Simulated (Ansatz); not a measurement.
# Lattice dynamics of BeH2 (model cell, started as rutile), part 2 of 3

How does BeH2 (model cell, started as rutile) vibrate, and is this structure a minimum?

Ansatz 0.2.0; DFT PBEsol, scalar-relativistic, plane waves, PAW.

So far. Step 4 (Relaxing to small forces for the phonons): The largest force component left is 0.31 meV/Å and the pressure is 0.000 GPa, within the tolerances set. The cell now holds 5.57 Å³/atom. The relaxed cell has a = 3.809, c = 2.302 Å (conventional setting).

The structure was built from a prototype and need not be the compound's stable phase.

## (5) Linear response at the zone centre

The zone centre comes first: it holds the modes that light can see, as far as symmetry allows. The response to a homogeneous field gives the Born charges and the dielectric tensor, and its change with displacement the Raman tensors.

File input.yaml:

```yaml
crystal:
  lattice:
    - [3.8085336284, 0.0, 0.0]
    - [0.0, 3.8085336284, 0.0]
    - [0.0, 0.0, 2.3022577686]
  atoms:
    - { symbol: Be, position: [0.0, 0.0, 0.0] }
    - { symbol: Be, position: [0.5, 0.5, 0.5] }
    - { symbol: H, position: [0.3028526151, 0.3028526151, 0.0] }
    - { symbol: H, position: [0.6971473849, 0.6971473849, 0.0] }
    - { symbol: H, position: [0.8028526151, 0.1971473849, 0.5] }
    - { symbol: H, position: [0.1971473849, 0.8028526151, 0.5] }
kpoints:
  mp_grid: { grid: [6, 6, 8] }
hamiltonian:
  xc: pbesol
scf:
  occupations: { method: fixed }
output:
  eigenvalues: true
phonons:
  method: dfpt
  dielectric: true
  rigid_motions: translations
  raman: true
```

Run with:

```bash
> ansatz run input.yaml --threads 8 --pin off --max-ram 14336MiB --backend cpu --events-out ev --progress --plain --runs-dir out
```

Numbers of over 12 decimals in the logs are rounded to 6 here.

Output:

```text
[...]
Crystal: 6 atoms, lattice volume = 33.394 Å³
Basis set: ecut = 420 eV, 655 PW (Γ), exchange–correlation on 60×60×32 points (8 copies of the dense FFT grid, shifted against one another)
Bands: 10, of which v1, the nominal top of the filled ones, is band 4 counted from 1 (3 counted from 0)
Symmetry: 16 space group operations
k-points: 148 of 288 (irreducible under 1 space group operation, time reversal used)
[...]
SCF iter   1: F=—  HF=-242.888047 eV  |F-HF|=—  |Δ(HF+E_count)|=         —  Δρ=5.55e-3  dr2=6.28e-3  ethr=1.77e-3  ⟨swp⟩=5.0  Hψ=9204  notcnv=0  defer=463
[...]
SCF iter   6: F=-242.886970 eV  HF=-242.886970 eV  |F-HF|=6.05e-12  |Δ(HF+E_count)|=  4.28e-11  Δρ=1.65e-7  dr2=3.92e-12  ethr=1.25e-12  ⟨swp⟩=9.4  Hψ=7172  notcnv=0
SCF 1 converged in 6 iterations: F = -242.886970 eV  dr2 = 3.92e-12
[...]
DFPT response loops at Γ: preconditioner auto → none (the input reference at scf.mixing.eps_inf says where Resta's filter doesn't serve); β = 0.50; Broyden in place of MSR1
── the response to a field inside a basis, on 10×10×16 k-points: an SCF that follows is theirs, and a resumed run solves both again ──
Bands: 5, of which v1, the nominal top of the filled ones, is band 4 counted from 1 (3 counted from 0)
k-points: 120
[...]
Eigensolver: Dense (120 Hₖ)
SCF iter   1: F=—  HF=-242.888534 eV  |F-HF|=—  |Δ(HF+E_count)|=         —  Δρ=3.82e-4  dr2=7.29e-6  ethr=1.00e-1
[...]
SCF iter   4: F=-242.888544 eV  HF=-242.888544 eV  |F-HF|=4.23e-12  |Δ(HF+E_count)|=   3.21e-9  Δρ=2.10e-7  dr2=7.50e-12  ethr=3.96e-11
SCF 1 converged in 4 iterations: F = -242.888544 eV  dr2 = 7.50e-12
[...]
WARN: field response: ε∞ stands inside a basis, on 10×10×16 points; the force constants stand on the 6×6×8 k-mesh, whose period is 11.04 times the interband length at k = (-0.5000, -0.5000, -0.5000), direct gap 4.865 eV, under 14: take them and everything formed from them as unconverged, and compare with a denser kpoints.mp_grid
SCF converged after 6 iterations
Free energy (F): -242.886970 eV
[...]
Internal energy: -242.886970 eV  (E = F + TS)
E sigma→0 (E₀):  -242.886970 eV
Fermi energy:    2.721694 eV
[...]
--- Band table (eV; the first three rows and the last of 148) ---
[...]
--- Phonons (Γ-DFPT): 4 representative perturbations + reference, on 148 of 288 k-points (Σ response iterations 14) ---
  k mesh reduced under 1 symmetry operation, with k and −k counted as one. Each operation leaves every solved perturbation unchanged. A smaller set is not considered because the run solves the response to a homogeneous field
  ASR residual: 6.344e-5 → 0.000e0 eV/Å²; symmetrization residual: 8.894e-8 eV/Å²
  ASR residual per site (eV/Å²): 1.97e-5 1.97e-5 6.34e-5 6.34e-5 6.34e-5 6.34e-5
  Γ frequencies (cm⁻¹): 0.00 0.00 0.00 244.90 396.04 396.04 427.13 685.59 685.59 911.89 970.94 1180.44 1180.44 1248.95 1276.18 1276.18 1573.01 1743.07
  ε∞ (high-frequency dielectric tensor):
        6.486270     0.000000     0.000000
        0.000000     6.486270     0.000000
        0.000000     0.000000     6.376728
  ε⁰ (static dielectric tensor: ions relaxed, cell fixed):
       27.932065    -0.000000    -0.000000
       -0.000000    27.932065    -0.000000
       -0.000000    -0.000000    14.344552
  ε⁰ − ε∞ (ionic part):
       21.445794    -0.000000    -0.000000
       -0.000000    21.445794    -0.000000
       -0.000000    -0.000000     7.967823
  softest optical mode at Γ: 244.90 cm⁻¹; the repairs (sum rule, projections) moved no ω² at Γ by more than (4.55 cm⁻¹)²
  Born effective charges Z* (e; rows j = field, columns β = displacement):
    site 0:
         1.95750    0.56356    0.00000
         0.56356    1.95750    0.00000
         0.00000    0.00000    2.04918
    site 1:
         1.95750   -0.56356    0.00000
        -0.56356    1.95750    0.00000
         0.00000    0.00000    2.04918
    site 2:
        -0.97875   -0.48348    0.00000
        -0.48348   -0.97875    0.00000
         0.00000    0.00000   -1.02459
    site 3:
        -0.97875   -0.48348    0.00000
        -0.48348   -0.97875    0.00000
         0.00000    0.00000   -1.02459
    site 4:
        -0.97875    0.48348    0.00000
         0.48348   -0.97875    0.00000
         0.00000    0.00000   -1.02459
    site 5:
        -0.97875    0.48348    0.00000
         0.48348   -0.97875    0.00000
         0.00000    0.00000   -1.02459
  Z* charge neutrality: 2.366e-3 e pre-enforcement
  solved inside a basis spanned on kpoints, on 10×10×16 k-points transformed towards the longest dipole: ε∞ is read to err by 2.3e-2, Z* by 8.5e-3 e (field_mesh: kpoints solves on kpoints); Z* is corrected for what the basis lacks
  Raman tensors (in the event stream and the table raman_tensors.tsv): an entry may err by 6.4e-2 Å², one of the second-order susceptibility by 5.4e-19 pm/V (basis, points and sum rule); their sum over the sites missed zero by 6.661e-16 Å² ahead of its enforcement
  optical modes at Γ without the LO–TO term, one row a degenerate level:
      ω (cm⁻¹)  modes    IR ((D/Å)²/amu)  static Raman (Å⁴/amu)  depolarisation
        244.90      1             0.0000                 0.0000               —
        396.04      2            75.5370                 0.0000               —
        427.13      1             0.0000                40.2947           0.750
        685.59      2            50.3924                 0.0000               —
        911.89      1             0.0000                 0.0000               —
        970.94      1           117.6080                 0.0000               —
       1180.44      2             0.0000               212.0376           0.750
       1248.95      1             0.0000                 0.0000               —
       1276.18      2           134.7626                 0.0000               —
       1573.01      1             0.0000               600.6428           0.106
       1743.07      1             0.0000                71.6444           0.750
  optical modes at Γ + LO–TO along q̂ = [1.0000, 0.0000, 0.0000]:
      ω (cm⁻¹)  modes    IR ((D/Å)²/amu)  static Raman (Å⁴/amu)  depolarisation
        244.90      1             0.0000                 0.0000               —
        396.04      1            37.7685                 0.0000               —
        427.13      1             0.0000                40.2947           0.750
        535.95      1             3.4233                 0.0000               —
        685.59      1            25.1962                 0.0000               —
        841.12      1            15.8458                 0.0000               —
        911.89      1             0.0000                 0.0000               —
        970.94      1           117.6080                 0.0000               —
       1180.44      2             0.0000               212.0376           0.750
       1248.95      1             0.0000                 0.0000               —
       1276.18      1            67.3813                 0.0000               —
       1573.01      1             0.0000               600.6428           0.106
       1595.08      1           111.0769                 0.0000               —
       1743.07      1             0.0000                71.6444           0.750
  optical modes at Γ + LO–TO along q̂ = [0.0000, 1.0000, 0.0000]:
      ω (cm⁻¹)  modes    IR ((D/Å)²/amu)  static Raman (Å⁴/amu)  depolarisation
        244.90      1             0.0000                 0.0000               —
        396.04      1            37.7685                 0.0000               —
        427.13      1             0.0000                40.2947           0.750
        535.95      1             3.4233                 0.0000               —
        685.59      1            25.1962                 0.0000               —
        841.12      1            15.8458                 0.0000               —
        911.89      1             0.0000                 0.0000               —
        970.94      1           117.6080                 0.0000               —
       1180.44      2             0.0000               212.0376           0.750
       1248.95      1             0.0000                 0.0000               —
       1276.18      1            67.3813                 0.0000               —
       1573.01      1             0.0000               600.6428           0.106
       1595.08      1           111.0769                 0.0000               —
       1743.07      1             0.0000                71.6444           0.750
  optical modes at Γ + LO–TO along q̂ = [0.0000, 0.0000, 1.0000]:
      ω (cm⁻¹)  modes    IR ((D/Å)²/amu)  static Raman (Å⁴/amu)  depolarisation
        244.90      1             0.0000                 0.0000               —
        396.04      2            75.5370                 0.0000               —
        427.13      1             0.0000                40.2947           0.750
        685.59      2            50.3924                 0.0000               —
        911.89      1             0.0000                 0.0000               —
       1180.44      2             0.0000               212.0376           0.750
       1248.95      1             0.0000                 0.0000               —
       1276.18      2           134.7626                 0.0000               —
       1456.26      1           117.6080                 0.0000               —
       1573.01      1             0.0000               600.6428           0.106
       1743.07      1             0.0000                71.6444           0.750
```

It took 20 s on 8 threads of Arm Neoverse V1, shared host; peak memory 0.76 GiB; 2.4 min of CPU time.

This step gave:

```yaml
sum_rule_residual_before_enforcement: 6.34e-5 eV/Å²
miss_of_the_charge_sum_rule: 0.002366 e
estimated_error_of_the_dielectric_tensor: 0.02253
estimated_error_of_the_born_charges: 0.008458 e
point_group: 4/mmm
highest_optical_mode_at_the_zone_centre_no_lo_to_term: 1743 cm⁻¹
lowest_optical_zone_centre_mode: 244.9 cm⁻¹
mean_high_frequency_dielectric_constant: 6.450
largest_born_charge_third_of_the_trace: 1.988 e
mean_static_dielectric_constant: 23.40
top_of_the_zone_centre_spectrum_with_the_field: 1743 cm⁻¹
```

Without the LO-TO term. Patterns of degenerate modes are one choice out of their space. The modes at Γ (shares of kinetic energy by element, %):

| mode | frequency (cm⁻¹) | symmetry | Be % | H % |
| --- | --- | --- | --- | --- |
| 1 | 0.0 | acoustic | 82 | 18 |
| 2 | 0.0 | acoustic | 82 | 18 |
| 3 | 0.0 | acoustic | 82 | 18 |
| 4 | 244.9 | B1u | 98 | 2 |
| 5 | 396.0 | Eu | 79 | 21 |
| 6 | 396.0 | Eu | 79 | 21 |
| 7 | 427.1 | B1g | 0 | 100 |
| 8 | 685.6 | Eu | 31 | 69 |
| 9 | 685.6 | Eu | 31 | 69 |
| 10 | 911.9 | A2g | 0 | 100 |
| 11 | 970.9 | A2u | 18 | 82 |
| 12 | 1180.4 | Eg | 0 | 100 |
| 13 | 1180.4 | Eg | 0 | 100 |
| 14 | 1249.0 | B1u | 2 | 98 |
| 15 | 1276.2 | Eu | 8 | 92 |
| 16 | 1276.2 | Eu | 8 | 92 |
| 17 | 1573.0 | A1g | 0 | 100 |
| 18 | 1743.1 | B2g | 0 | 100 |

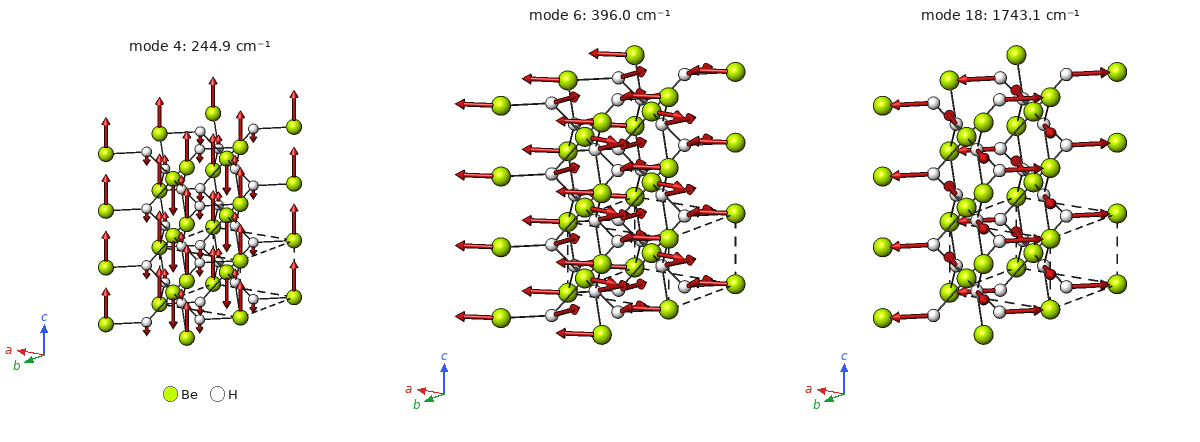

Displacement patterns of modes 4, 6 and 18 at Γ; arrows are exaggerated. 1×2×3 cells are drawn. Some periodic images of atoms are drawn too.

Optical modes at the zone centre, without and with the macroscopic field of the longitudinal modes; each column is sorted by frequency, so a row need not hold one and the same mode. Modes with and without the field, by row:

| rank among optical modes | no field (cm⁻¹) | q along (1, 0, 0) (cm⁻¹) | q along (0, 0, 1) (cm⁻¹) |
| --- | --- | --- | --- |
| 1 | 244.9 | 244.9 | 244.9 |
| 2 | 396 | 396 | 396 |
| 3 | 396 | 427.1 | 396 |
| 4 | 427.1 | 536 | 427.1 |
| 5 | 685.6 | 685.6 | 685.6 |
| 6 | 685.6 | 841.1 | 685.6 |
| 7 | 911.9 | 911.9 | 911.9 |
| 8 | 970.9 | 970.9 | 1180 |
| 9 | 1180 | 1180 | 1180 |
| 10 | 1180 | 1180 | 1249 |
| 11 | 1249 | 1249 | 1276 |
| 12 | 1276 | 1276 | 1276 |
| 13 | 1276 | 1573 | 1456 |
| 14 | 1573 | 1595 | 1573 |
| 15 | 1743 | 1743 | 1743 |

Born charge (rows field, columns displacement) (e), principal values of the symmetric part by kind of site:

| atom | atoms with these values | low | middle | high | mean |
| --- | --- | --- | --- | --- | --- |
| Be1 | 2 | 1.39 | 2.05 | 2.52 | 1.99 |
| H3 | 4 | -1.46 | -1.02 | -0.50 | -0.99 |

In full for Be1:

```
1.96 0.56 0.00
0.56 1.96 0.00
0.00 0.00 2.05
```

High-frequency dielectric tensor:

```
6.49 0.00 0.00
0.00 6.49 0.00
0.00 0.00 6.38
```

Static dielectric tensor (ions relaxed, fixed cell):

```
27.93  0.00  0.00
 0.00 27.93  0.00
 0.00  0.00 14.34
```

Transverse modes. Infrared lines, with heights relative to the strongest:

| position (cm⁻¹) | label | relative intensity |
| --- | --- | --- |
| 245 | B1u | 0.0 |
| 396 | Eu | 56 |
| 427 | B1g | 0.0 |
| 686 | Eu | 37 |
| 912 | A2g | 0.0 |
| 971 | A2u | 87 |
| 1180 | Eg | 0.0 |
| 1249 | B1u | 0.0 |
| 1276 | Eu | 100 |
| 1573 | A1g | 0.0 |
| 1743 | B2g | 0.0 |

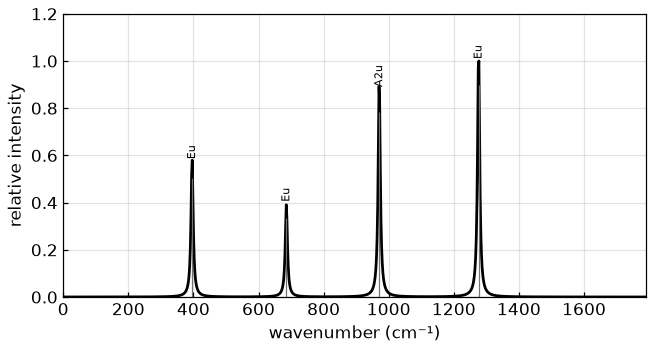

The infrared spectrum, broadened with Lorentzians of width 8 cm⁻¹; bars mark the lines.

Activity x (w_L - w)^4 (n + 1)/w, 532 nm, 300 K; modes without the macroscopic field alone. Lines of the Raman spectrum (strongest = 100):

| position (cm⁻¹) | label | relative intensity |
| --- | --- | --- |
| 245 | B1u | 0.0 |
| 396 | Eu | 0.0 |
| 427 | B1g | 37 |
| 686 | Eu | 0.0 |
| 912 | A2g | 0.0 |
| 971 | A2u | 0.0 |
| 1180 | Eg | 52 |
| 1249 | B1u | 0.0 |
| 1276 | Eu | 0.0 |
| 1573 | A1g | 100 |
| 1743 | B2g | 10 |

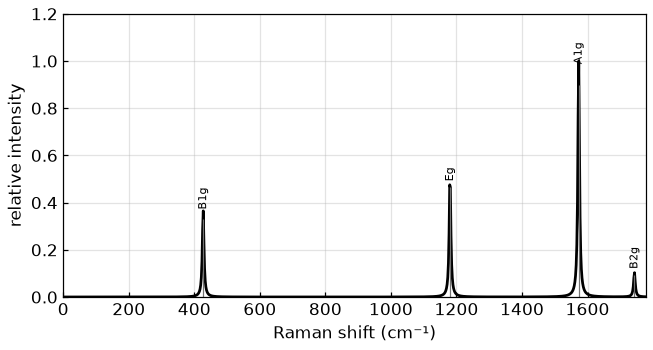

The Raman spectrum, broadened with Lorentzians of width 6 cm⁻¹; bars mark the lines.

Before it was imposed, the acoustic sum rule was missed by 6.3e-5 eV/Å² and the charge sum rule by 0.0024 e. Small misses are needed for a sound result but don't prove that mesh and cutoff are converged. The lowest optical mode is real, 245 cm⁻¹.

The log warns of the k mesh: “the force constants stand on the 6×6×8 k-mesh, whose period is 11.04 times the interband length at k = (-0.5000, -0.5000, -0.5000), direct gap 4.865 eV, under 14: take them and everything formed from them as unconverged”.

(Continued in part 3 of 3.)

[Logs are printed without paths, hosts, clocks, repeated set-up lines and the standing remarks that a program may print on its own settings, such as how far it seeks lower states.]

[Hosts, paths, dates, database ids (printed as entryN), source tags and the programs' standing remarks are cut or masked in the printed files.]
